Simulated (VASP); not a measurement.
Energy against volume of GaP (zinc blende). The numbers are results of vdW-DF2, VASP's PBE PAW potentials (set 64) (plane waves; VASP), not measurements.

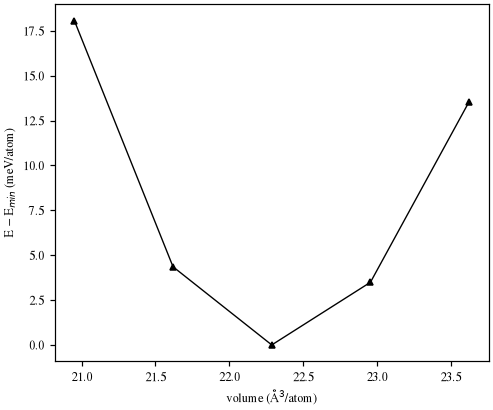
Figure: Energy against volume

Q: Estimate the equilibrium volume and the bulk modulus.

A: The minimum lies near 22.3 Å³/atom, and the curvature gives B0 of about 62 GPa.

Measured: bulk modulus 89.6 GPa at 0 K (computed value off by -30.5 %), as given by Daniel Mejia-Rodriguez et al., Physical Review B (2018), arXiv:1807.09216 [0 K value with the zero-point phonon effect removed]; a 5.439 Å at 0 K (computed value off by +3.5 %), as given by Daniel Mejia-Rodriguez et al., Physical Review B (2018), arXiv:1807.09216 [static lattice: zero-point anharmonic expansion removed].

The compound is GaP in the zinc blende structure. It was relaxed first, which changed the volume by +10 %.
